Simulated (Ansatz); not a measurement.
What N → F does to TaN

Consider TaN in the rock salt structure (space group Fm-3m, No. 225; a = 4.416 Å).

It is then changed as follows: full substitution N → F; the structure is relaxed again.

All numbers come from Kohn–Sham DFT with the PBE functional, run in Ansatz (a program for electronic structure) with PAW and 420 eV plane waves, no SOC, earlier PAW set. Γ-centred 17×17×17 mesh, Fermi–Dirac width 0.05 eV, for the changed cell.

| quantity | base | changed | shift |
|---|---|---|---|
| volume per atom | 10.77 Å³ | 13.80 Å³ | +3.038 Å³ |
| density | 15.04 g/cm³ | 12.03 g/cm³ | -3.01 g/cm³ |
| lattice parameter a | 4.416 Å | 4.798 Å | +0.3814 Å |
| space group | Fm-3m (No. 225) | Fm-3m (No. 225) | – |
| shortest interatomic distance | 2.208 Å | 2.399 Å | +0.191 Å |
| band gap | zero | zero | – |

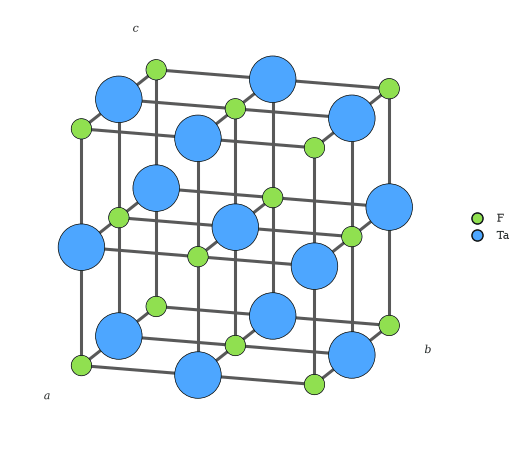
Figure: The relaxed conventional cell after the change

Cost of the whole job for the changed cell (relaxation, final SCF and bands): very roughly 40 core-seconds.

No phonon test of stability was made. As relaxed here, TaF is a hypothetical phase, not in the database extracts checked. No Hubbard U is applied, and correlation can decide whether such a compound is a metal. All final runs are without spin polarisation. TaF has a high density of states at the Fermi level and may be magnetic at this level. This is not the structure that TaN has at room temperature and ambient pressure.
